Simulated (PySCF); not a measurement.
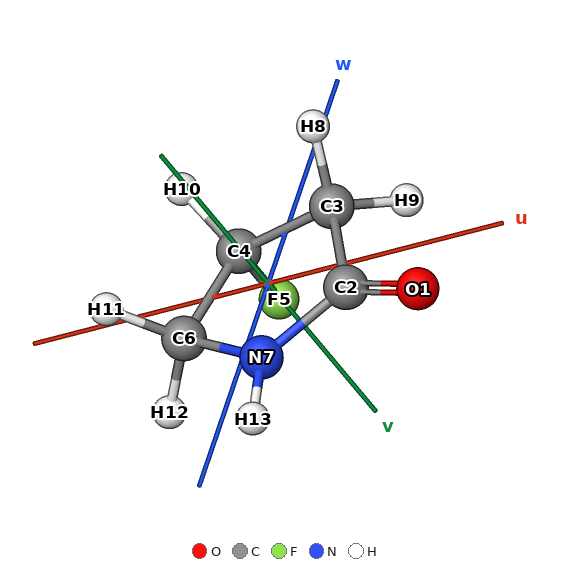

The lines u, v and w are the principal axes of the static dipole polarisability. The geometry was computed by an optimisation with GFN2-xTB. No frequency run is at hand to confirm it as a minimum. Method: ωB97X-D/def2-SVPD (PySCF 2.14.0).

Along which axis is the molecule most polarisable, and along which least?

Answer. Most along u (nearly parallel to the C3–C4 bond), least along v.

Give the three principal values.

Answer. u 66.4, v 45.3, w 56.8 bohr³; mean 56.2, anisotropy 18.3 bohr³.
